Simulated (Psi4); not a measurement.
# CH3InO (SMILES [H][In]([H])([H])<-[C-]#[O+]): M06-L/def2-SVP (core potential, sweep point 6)

Aim: the vertical electron affinity of CH3InO at M06-L/def2-SVP (core potential, sweep point 6), from 2 runs. Input form: a Python script.

Program for the calculation: Psi4 1.11.

4 further runs of the same task are left out: 4 set aside as unsound or not needed.

## Step 1: The structure to begin with

CH3InO: 6 atoms, total charge 0, spin state singlet. As SMILES, `[H][In]([H])([H])<-[C-]#[O+]`. The shape comes from GFN1-xTB, which is rough for such elements, and wasn't checked as a minimum.

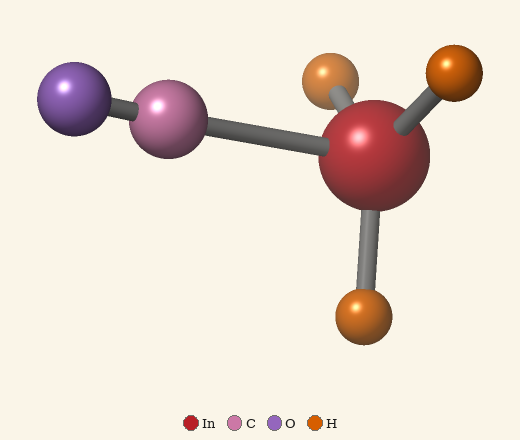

The structure, seen from a chosen angle (indium red, carbon pink, oxygen purple, hydrogen orange).

## Step 2: A single-point energy at M06-L/def2-SVP (core potential, sweep point 6)

Contents of job.py:

```python
import psi4

psi4.set_memory('1600 MB')
psi4.set_num_threads(1)
psi4.set_output_file('run.log', False)

geom = psi4.geometry("""
0 1
In    -0.014220    -0.000860    -0.949190
C      0.011440     0.017450     1.491920
O      0.045080    -0.004700     2.611200
H      1.683720     0.000680    -1.058710
H     -0.869060     1.463800    -1.072380
H     -0.856960    -1.476380    -1.022840
symmetry c1
""")

psi4.set_options({
    'basis': 'def2-SVP',
    'puream': True,
    'scf_type': 'pk',
    'dft_radial_points': 99,
    'dft_spherical_points': 590,
})

result = psi4.energy("m06-l")
print(f'm06-l energy: {result:.10f} Eh')
```

Started as:

```
$ python job.py
```

run.log:

```text
[...]
    !!!  WARNING: ECP capability is in beta. Please check occupations closely.  !!!
[...]
  Running in c1 symmetry.
[...]
  Nuclear repulsion =  101.357920285658309
[...]
  Multiplicity = 1
[...]
  Nalpha       = 19
  Nbeta        = 19
[...]
    Number of basis functions: 69
[...]
   @RKS iter   1:  -305.15740254481392   -1.13159e+00   5.48815e-03 ADIIS/DIIS
[...]
   @RKS iter   8:  -305.24248623019196   -4.29097e-08   8.71147e-07 DIIS
[...]
    Orbital Energies [Eh]
    ---------------------
    Doubly Occupied:
       1A    -19.125075     2A    -10.221586     3A     -4.570364
       4A     -2.994041     5A     -2.981553     6A     -2.981519
       7A     -1.165173     8A     -0.704305     9A     -0.695242
      10A     -0.695237    11A     -0.692196    12A     -0.692150
      13A     -0.574811    14A     -0.490780    15A     -0.490755
      16A     -0.448870    17A     -0.342691    18A     -0.254559
      19A     -0.254476
[...]
  @RKS Final Energy:  -305.24248623019196
   => Energetics <=
    Nuclear Repulsion Energy =            101.3579202856583095
    One-Electron Energy =                -691.8068900832731742
    Two-Electron Energy =                 317.0566005183858351
    DFT Exchange-Correlation Energy =     -31.8501169509629314
    Empirical Dispersion Energy =           0.0000000000000000
    VV10 Nonlocal Energy =                  0.0000000000000000
    Total Energy =                       -305.2424862301919575
[...]
 Multipole Moments:
 ------------------------------------------------------------------------------------
     Multipole            Electronic (a.u.)      Nuclear  (a.u.)        Total (a.u.)
 ------------------------------------------------------------------------------------
 L = 1.  Multiply by 2.5417464519 to convert [e a0] to [Debye]
 Dipole X            :         -0.5640425            0.5696358            0.0055934
 Dipole Y            :         -0.0501860            0.0586625            0.0084765
 Dipole Z            :        -37.9404325           38.6363226            0.6958901
 Magnitude           :                                                    0.6959642
[...]
```

Standard output:

```text
m06-l energy: -305.2424862302 Eh
```

It took 14 s on 1 thread of Intel Xeon Platinum 8488C (Sapphire Rapids), shared host; peak memory 0.96 GiB.

## Step 3: The doublet anion

Contents of calc.py:

```python
import psi4

psi4.set_memory('1600 MB')
psi4.set_num_threads(1)
psi4.core.set_output_file('output.dat', False)

molecule = psi4.geometry("""
-1 2
In    -0.014220    -0.000860    -0.949190
C      0.011440     0.017450     1.491920
O      0.045080    -0.004700     2.611200
H      1.683720     0.000680    -1.058710
H     -0.869060     1.463800    -1.072380
H     -0.856960    -1.476380    -1.022840
symmetry c1
""")

psi4.set_options({
    'reference': 'uks',
    'puream': True,
    'scf_type': 'pk',
    'dft_radial_points': 99,
    'dft_spherical_points': 590,
    'maxiter': 150,
})

energy_value, wavefunction = psi4.energy("m06-l/def2-SVP", molecule=molecule, return_wfn=True)
print(f'total energy {energy_value:.8f} hartree = {energy_value * 27.211386:.5f} eV')
```

Started as:

```
$ python calc.py
```

output.dat:

```text
[...]
    !!!  WARNING: ECP capability is in beta. Please check occupations closely.  !!!
[...]
  Running in c1 symmetry.
[...]
  Nuclear repulsion =  101.357920285658309
[...]
  Multiplicity = 2
[...]
  Nalpha       = 20
  Nbeta        = 19
[...]
    Number of basis functions: 69
[...]
   @UKS iter   1:  -304.99820193013488   -9.72393e-01   8.56559e-03 ADIIS/DIIS
[...]
   @UKS iter  20:  -305.21449722351025   -1.32057e-07   8.58340e-07 DIIS
[...]
   @S^2 Observed:                7.526265207E-01
[...]
    Orbital Energies [Eh]
    ---------------------
    Alpha Occupied:
       1A    -18.825596     2A     -9.913358     3A     -4.377122
       4A     -2.796901     5A     -2.790751     6A     -2.789749
       7A     -0.885158     8A     -0.506861     9A     -0.502947
      10A     -0.502269    11A     -0.499753    12A     -0.499194
      13A     -0.314329    14A     -0.228053    15A     -0.222134
      16A     -0.219647    17A     -0.127210    18A     -0.076192
      19A     -0.074397    20A      0.134977
    Alpha Virtual:
      21A      0.142481    22A      0.155582    23A      0.238057
      24A      0.238699    25A      0.240127    26A      0.306692
[...]
  @UKS Final Energy:  -305.21449722351025
   => Energetics <=
    Nuclear Repulsion Energy =            101.3579202856583095
    One-Electron Energy =                -700.2784327009615026
    Two-Electron Energy =                 325.8409472503282132
    DFT Exchange-Correlation Energy =     -32.1349320585353126
    Empirical Dispersion Energy =           0.0000000000000000
    VV10 Nonlocal Energy =                  0.0000000000000000
    Total Energy =                       -305.2144972235102500
[...]
 Multipole Moments:
 ------------------------------------------------------------------------------------
     Multipole            Electronic (a.u.)      Nuclear  (a.u.)        Total (a.u.)
 ------------------------------------------------------------------------------------
 L = 1.  Multiply by 2.5417464519 to convert [e a0] to [Debye]
 Dipole X            :         -0.6066637            0.5696358           -0.0370279
 Dipole Y            :         -0.0099263            0.0586625            0.0487362
 Dipole Z            :        -39.1701630           38.6363226           -0.5338404
 Magnitude           :                                                    0.5373377
[...]
```

Standard output:

```text
total energy -305.21449722 hartree = -8305.30950 eV
```

Run time: 38 s. Hardware: 1 thread of Intel Xeon Platinum 8488C (Sapphire Rapids), shared host; peak memory 0.96 GiB.

## Step 4: Summary of results

At M06-L/def2-SVP (core potential, sweep point 6):

| quantity | value |
| --- | --- |
| singlet CH3InO: total energy | -305.24249 Eh |
| singlet CH3InO: dipole moment | 1.77 D |
| singlet CH3InO: HOMO energy | -6.92 eV |
| singlet CH3InO: LUMO energy | -2.74 eV |
| singlet CH3InO: HOMO–LUMO gap | 4.18 eV |
| doublet anion: total energy | -305.21450 Eh |
| doublet anion: HOMO energy (highest over α and β) | 3.67 eV |
| doublet anion: LUMO energy (lowest over α and β) | 3.88 eV |
| doublet anion: ⟨S²⟩ | 0.753 |
| vertical electron affinity (to the doublet anion) | -0.762 eV |

In words: The anion lies 0.76 eV (17.6 kcal/mol) above the neutral: the electron isn't bound at this level, and such a value depends on the basis. Without diffuse functions anions come out too high. The HOMO (doublet anion) lies at positive energy, 3.67 eV, as semi-local functionals often give for anions; only total energies tell whether the electron is bound.
